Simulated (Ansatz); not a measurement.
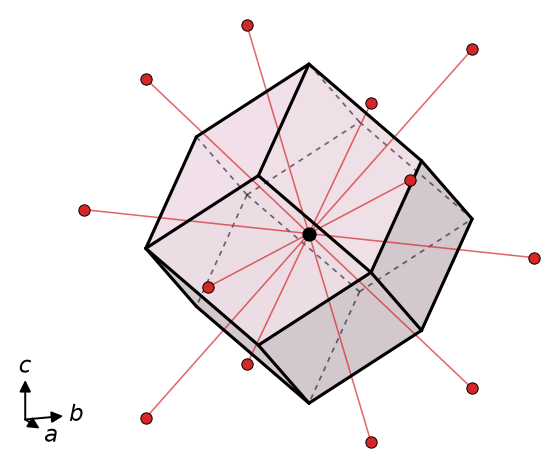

The Wigner–Seitz cell of the crystal's lattice, with lines to the lattice points that define its faces. Crystal: Al, the input geometry of an electronic-structure calculation (not necessarily at equilibrium). Symmetry computed with spglib at a tolerance of 0.002 Å; standard conventional cell.

a = 4.040 Å, b = 4.040 Å, c = 4.040 Å, α = 90.00°, β = 90.00°, γ = 90.00°; space group Fm-3m, No. 225.

Q: Which of Fedorov's five parallelohedra is it?

A: A rhombic dodecahedron: 12 faces (12 with 4 edges), 24 edges, 14 vertices. Its volume is that of the primitive cell, 16.5 Å³.

Q: Which lattice vectors do the faces bisect?

A:
```csv
example,length (Å),faces,edges of each,area (Å²)
1/2 a + 1/2 b,2.86,12,4,2.9
```
